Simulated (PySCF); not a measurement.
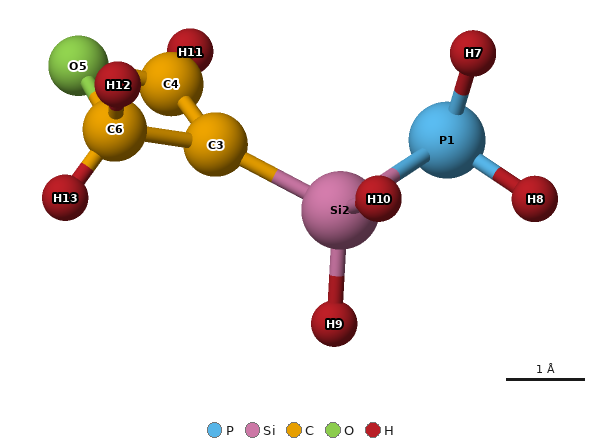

Fig. 1: The structure (ball-and-stick view, seen at a tilt; atoms are numbered from 1 in the order of the input). Bond lengths as drawn: C–C 1.35 to 1.52 Å, C–H 1.09 to 1.10 Å, C–O 1.36 to 1.45 Å, C–Si 1.84 Å, H–P 1.43 Å, H–Si 1.50 Å and P–Si 2.27 Å.

# Two runs on C3H7OPSi

System: C3H7OPSi, SMILES P[SiH2]C1=COC1.
Method of the first run: GIAO PBE0/6-31G* NMR shielding, non-relativistic, gas phase (PySCF 2.14.0).

The geometry comes from this level: PBE0-D3(BJ)/def2-SVP. Text and figures count atoms from 1; the logs count them from 0 in places.

## Input, the first run
```
{"job": {"kind": "nmr", "xc": "PBE0", "basis": "6-31G*", "pop": true}, "charge": 0, "multiplicity": 1}
P      2.534440     0.627404    -0.570275
Si     0.979116    -0.855079     0.148724
C     -0.653603    -0.053481    -0.141499
C     -1.105766     1.003728    -0.854154
O     -2.428094     0.954245    -0.547811
C     -2.104909    -0.205873     0.266186
H      2.533342     1.373821     0.647778
H      3.645161    -0.185661    -0.187168
H      1.156442    -2.109867    -0.650067
H      1.127522    -1.225330     1.591851
H     -0.709088     1.773408    -1.523101
H     -2.350678    -0.018311     1.322786
H     -2.636786    -1.095803    -0.104156
```

The first line tells a small driver script what to run in PySCF; the rest is the geometry in Å.

Command:
```bash
OMP_NUM_THREADS=1 python <driver script> task.json out
```

Hardware: 1 CPU thread, shared host.

## Output (the first run)
```
coarse grid: 11936 points
cycle   1  E = -824.0228023114  dE =  7.217e-01  |g| = 5.260e-01  |ddm| = 3.393e+00
cycle   2  E = -823.9601497490  dE =  6.265e-02  |g| = 7.843e-01  |ddm| = 1.050e+00
cycle   3  E = -824.0804130930  dE = -1.203e-01  |g| = 1.114e-01  |ddm| = 6.295e-01
cycle   4  E = -824.0825443462  dE = -2.131e-03  |g| = 5.435e-02  |ddm| = 1.412e-01
cycle   5  E = -824.0832399068  dE = -6.956e-04  |g| = 1.438e-02  |ddm| = 5.570e-02
cycle   6  E = -824.0832938574  dE = -5.395e-05  |g| = 3.942e-03  |ddm| = 1.872e-02
cycle   7  E = -824.0832980504  dE = -4.193e-06  |g| = 5.191e-04  |ddm| = 4.699e-03
final grid: 106288 points
cycle   8  E = -824.0158727818  dE = -5.270e-06  |g| = 9.844e-03  |ddm| = 2.156e-02
cycle   9  E = -824.0158379478  dE =  3.483e-05  |g| = 1.657e-02  |ddm| = 1.939e-02
cycle  10  E = -824.0158931326  dE = -5.518e-05  |g| = 2.011e-03  |ddm| = 1.226e-02
cycle  11  E = -824.0158941887  dE = -1.056e-06  |g| = 2.605e-04  |ddm| = 2.115e-03
cycle  12  E = -824.0158942043  dE = -1.567e-08  |g| = 1.055e-04  |ddm| = 3.546e-04
cycle  13  E = -824.0158942072  dE = -2.834e-09  |g| = 1.787e-05  |ddm| = 1.138e-04
cycle  14  E = -824.0158942073  dE = -8.072e-11  |g| = 6.158e-06  |ddm| = 2.677e-05
converged SCF energy = -824.0158942073

GIAO shielding tensors (ppm)
atom      isotropic    diamagn.    paramagn.     s11        s22        s33       span
  0 P      627.552     966.901    -339.350    567.034    599.980    715.641    148.607
  1 Si     458.590     883.107    -424.518    430.011    459.406    486.352     56.341
  2 C       93.472     247.628    -154.156     22.316     93.804    164.297    141.981
  3 C       32.048     255.673    -223.625    -56.344     48.485    104.003    160.347
  4 O      152.705     400.792    -248.087     39.874    127.678    290.562    250.688
  5 C      115.829     250.205    -134.376     88.299    101.866    157.323     69.024
  6 H       30.181      30.070       0.111     25.110     27.600     37.831     12.720
  7 H       30.363      28.778       1.585     25.543     27.013     38.533     12.990
  8 H       27.164      29.266      -2.102     23.707     25.398     32.387      8.680
  9 H       27.059      29.805      -2.746     23.655     25.480     32.041      8.385
 10 H       24.835      29.312      -4.476     22.466     25.214     26.826      4.360
 11 H       26.910      28.952      -2.042     24.087     26.899     29.744      5.656
 12 H       26.859      28.446      -1.588     23.974     26.880     29.722      5.749
```

The second run used a changed input.

## The two runs side by side

```csv
quantity,the first run,the second run
outcome,converged,converged
total energy (hartree),−824.015894,−824.154229
HOMO (eV),−6.61,−6.85
LUMO (eV),0.01,−0.29
dipole moment (D),1.28,0.99
shielding of P1 (ppm),627.6,588.7
shielding of Si2 (ppm),458.6,399.4
shielding of C3 (ppm),93.5,74.9
shielding of C4 (ppm),32.0,10.8
shielding of O5 (ppm),152.7,133.5
shielding of C6 (ppm),115.8,102.1
shielding of H10 (ppm),27.1,26.4
SCF iterations,14,14
basis functions,106,240
wall time (shared host),13 s,40 s
```

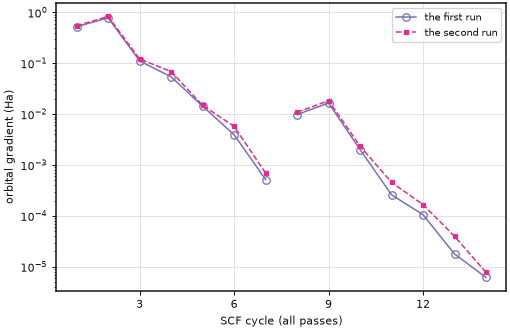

Fig. 2: Convergence of the two runs: orbital gradient against the SCF cycle. A break in a curve parts two SCF passes (coarse and final grid). The first run takes 14 cycles in all, and the second run takes 14.

Which change of the input explains these differences?

The change (lines with − go, lines with + come):
```diff
-"basis": "6-31G*"
+"basis": "def2-TZVP"
```

The total energy of the second run is 86.8 kcal/mol lower, which measures the change of basis and not a stability. The HOMO goes from −6.61 to −6.85 eV. The LUMO goes from 0.01 to −0.29 eV. The dipole moment goes from 1.28 to 0.99 D. Of all shieldings, the largest change is that of Si2, by −59.2 ppm. The number of SCF iterations is the same. The basis functions go from 106 to 240.

## Output (the second run)
```
coarse grid: 11936 points
cycle   1  E = -824.1018980367  dE =  6.966e-01  |g| = 5.484e-01  |ddm| = 2.776e+00
cycle   2  E = -824.0305627478  dE =  7.134e-02  |g| = 8.352e-01  |ddm| = 1.131e+00
cycle   3  E = -824.1575859062  dE = -1.270e-01  |g| = 1.216e-01  |ddm| = 7.636e-01
cycle   4  E = -824.1595063248  dE = -1.920e-03  |g| = 6.908e-02  |ddm| = 1.190e-01
cycle   5  E = -824.1606087190  dE = -1.102e-03  |g| = 1.491e-02  |ddm| = 5.100e-02
cycle   6  E = -824.1606571252  dE = -4.841e-05  |g| = 5.761e-03  |ddm| = 1.374e-02
cycle   7  E = -824.1606654533  dE = -8.328e-06  |g| = 6.974e-04  |ddm| = 4.664e-03
final grid: 106288 points
cycle   8  E = -824.1542073704  dE = -3.055e-05  |g| = 1.095e-02  |ddm| = 4.278e-02
cycle   9  E = -824.1541665494  dE =  4.082e-05  |g| = 1.841e-02  |ddm| = 1.704e-02
cycle  10  E = -824.1542281335  dE = -6.158e-05  |g| = 2.358e-03  |ddm| = 1.181e-02
cycle  11  E = -824.1542293749  dE = -1.241e-06  |g| = 4.556e-04  |ddm| = 2.020e-03
cycle  12  E = -824.1542294163  dE = -4.141e-08  |g| = 1.669e-04  |ddm| = 3.641e-04
cycle  13  E = -824.1542294231  dE = -6.812e-09  |g| = 3.967e-05  |ddm| = 1.527e-04
cycle  14  E = -824.1542294235  dE = -3.668e-10  |g| = 7.738e-06  |ddm| = 3.268e-05
converged SCF energy = -824.1542294235

GIAO shielding tensors (ppm)
atom      isotropic    diamagn.    paramagn.     s11        s22        s33       span
  0 P      588.740     966.884    -378.144    519.818    566.825    679.577    159.758
  1 Si     399.384     876.826    -477.442    370.284    394.580    433.287     63.003
  2 C       74.902     243.274    -168.372     -7.572     75.459    156.817    164.389
  3 C       10.787     258.242    -247.456    -86.992     28.581     90.770    177.762
  4 O      133.453     391.684    -258.231      8.617    107.042    284.699    276.082
  5 C      102.087     250.276    -148.188     74.599     85.494    146.169     71.570
  6 H       29.688      29.542       0.146     24.986     27.101     36.978     11.992
  7 H       29.716      28.240       1.476     25.071     26.545     37.531     12.459
  8 H       26.528      29.396      -2.868     23.235     24.894     31.456      8.221
  9 H       26.360      29.876      -3.516     23.083     24.882     31.116      8.033
 10 H       24.146      30.589      -6.443     21.947     23.888     26.603      4.656
 11 H       26.335      30.014      -3.679     24.199     26.064     28.741      4.542
 12 H       26.288      29.529      -3.240     24.107     26.074     28.684      4.577
```
